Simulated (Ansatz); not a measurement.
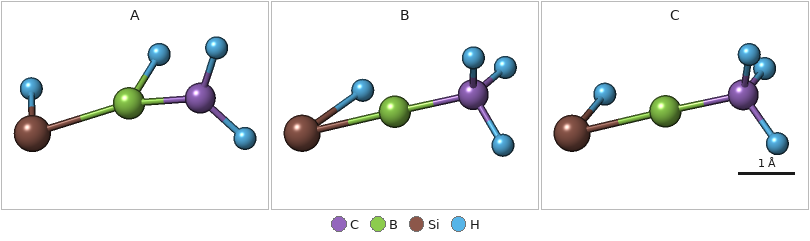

3 geometries from a converged minimum-energy path of CH₄BSi (multiplicity 2), shuffled. Style: ball-and-stick. Shown at a tilt.

Theory: UKS B3LYP/def2-SVP (Ansatz 0.2.0). Settings: 7 movable images; climbing image; force threshold 0.05 eV/Å; iteration limit 60; starting path through a guess of the saddle point.

### Which of them lies highest in energy?

A. In order along the path, whose images run from 0 to 8: B (image 2, +5.9 kcal/mol), C (image 3, +9.8 kcal/mol), A (image 5, +47.8 kcal/mol). A hydrogen atom shifts from one atom to another. Breaking: C–H (1.11 → 2.42 Å). Forming: B–H (2.20 → 1.21 Å).

The run took 2.4 min on 2 threads of Intel(R) Xeon(R) Platinum 8488C (Sapphire Rapids), on a shared host, peak memory 0.18 GiB.
